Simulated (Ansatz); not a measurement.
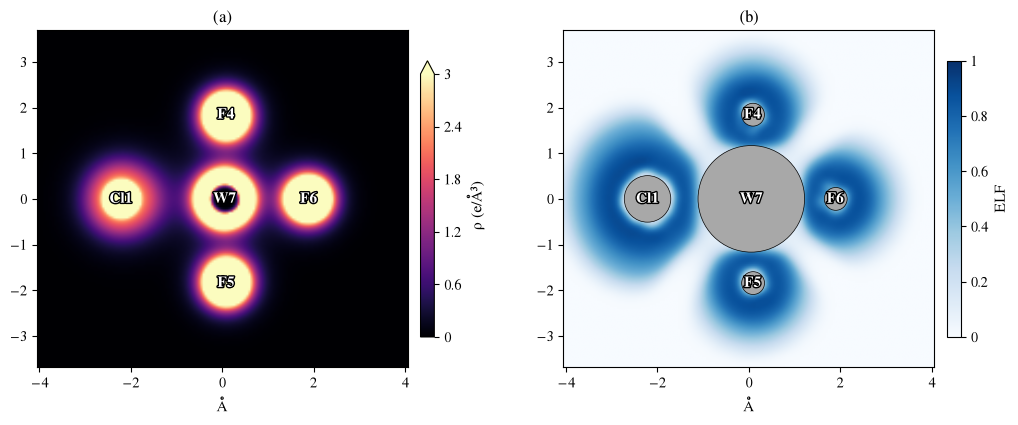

Figure. Cl2F4W (SMILES [F][W]([F])([F])([F])([Cl])[Cl]). (a) electron density; (b) ELF on the plane of atoms Cl1, W7 and F5. Grey discs cover the atomic cores in the ELF map.

Geometry: PBE0-D4/def2-SVP; core potentials replace the inner electrons of W.

These are results of isolated molecule in a Gaussian basis; Kohn-Sham density functional theory, functional PBE0 in Ansatz, not measurements.

Input file:

```
crystal:
  periodic: [false, false, false]
  atoms:
    - symbol: Cl
      position_ang: [-1.002707, -2.530840, -0.753620]
    - symbol: Cl
      position_ang: [2.283567, -2.284910, -0.553909]
    - symbol: F
      position_ang: [-0.771967, 0.229418, -1.708132]
    - symbol: F
      position_ang: [0.408635, -0.276118, 0.535180]
    - symbol: F
      position_ang: [0.710802, -1.499708, -2.930154]
    - symbol: F
      position_ang: [1.762712, 0.419091, -1.554080]
    - symbol: W
      position_ang: [0.562497, -0.940114, -1.178813]
basis:
  gaussian:
    orbitals: def2-SVPD
total_charge: 0
hamiltonian:
  xc: {name: PBE0}
output: {forces: true, orbitals: {seedname: orbitals}}
```

Run with:

```sh
ansatz run input.yaml --threads 2 --pin off --max-ram 5220MiB --events-out events.jsonl --progress --plain --runs-dir runs
```

> What do the fields say about this system?

Atoms in the plane: Cl, F and W.
W–F (1.84 Å): ρ is about 1.1 e/Å³ halfway; the ELF peaks at about 0.85 in the valence shell of F, 0.5 Å from its nucleus, and drops to about 0.25 between the two atoms.
W–Cl (2.27 Å): the density is about 0.73 e/Å³ at the midpoint; the ELF peaks at about 0.85 in the valence shell of Cl, 0.8 Å from its nucleus, and is about 0.40 at the midpoint.
